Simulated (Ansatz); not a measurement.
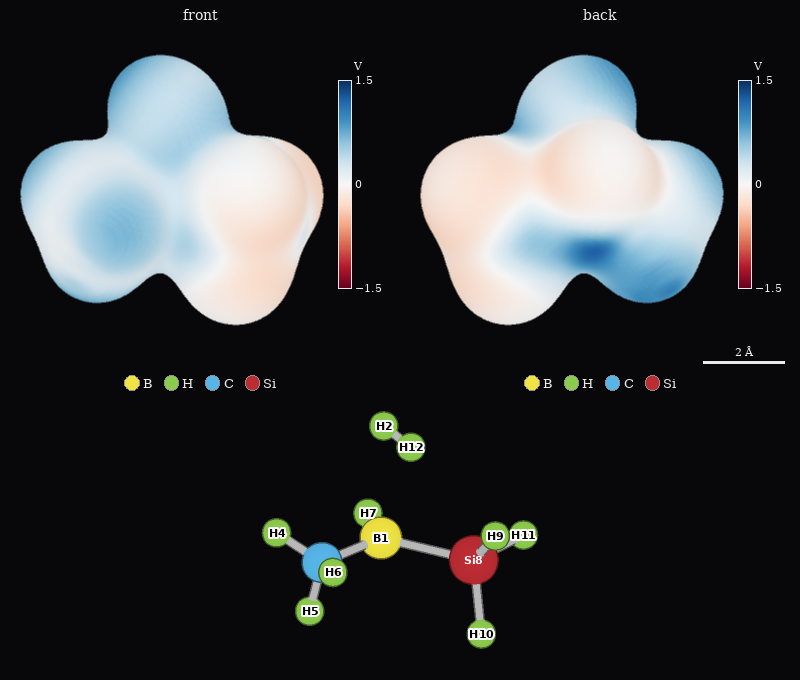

Figure. CH7BSi···H2. The electrostatic potential painted on the density surface at 0.002 e/bohr³, seen from the front and from behind; the colour scale runs from red (negative) to blue (positive). The bare structure is drawn below in the same view.

Not at a stationary point (largest force 1.6 eV/Å).

These are results of Ansatz, RKS PBE/6-31G*, not measurements.

The calculation's input:

```
crystal:
  periodic: [false, false, false]
  atoms:
    - { symbol: B, position_ang: [0.0, 0.0, 0.0] }
    - { symbol: H, position_ang: [0.0, 0.0, 1.54] }
    - { symbol: C, position_ang: [1.3856, 0.0, -0.8] }
    - { symbol: H, position_ang: [1.7152, -1.0462, -0.9702] }
    - { symbol: H, position_ang: [1.2491, 0.508, -1.7774] }
    - { symbol: H, position_ang: [2.1552, 0.5381, -0.2082] }
    - { symbol: H, position_ang: [-1.0305, 0.0, -0.595] }
    - { symbol: Si, position_ang: [0.1008, 2.1328, 0.7095] }
    - { symbol: H, position_ang: [0.6771, 2.1737, 2.0503] }
    - { symbol: H, position_ang: [0.9351, 2.9107, -0.2019] }
    - { symbol: H, position_ang: [-1.2441, 2.7001, 0.741] }
    - { symbol: H, position_ang: [0.0412, 0.871, 1.6809] }
basis:
  gaussian: { orbitals: "6-31G*" }
hamiltonian:
  xc: pbe
relax:
  f_tol: 0.15
  max_steps: 25
  restrain:
    - { distance: [0, 7], at: 1.95, k: 30.0 }
    - { distance: [11, 1], at: 0.66, k: 30.0 }
    - { distance: [0, 1], at: 2.39, k: 30.0 }
    - { distance: [11, 7], at: 2.66, k: 30.0 }
output:
  orbitals: {}
```

Launched as:

```sh
ansatz run input.yaml --threads 1 --pin off --max-ram 2048MiB --backend cpu --events-out ev --progress --plain --runs-dir out
```

The fields are those of the run's last geometry, not of the input's.

Q: Which sites attract a positive test charge, and which a negative one?

A: A positive charge is drawn to the negative regions and a negative charge to the positive ones. The most negative region (about −0.3 V) lies over H7, H9, H10 and H11, the most positive (about +1.1 V) over B1.
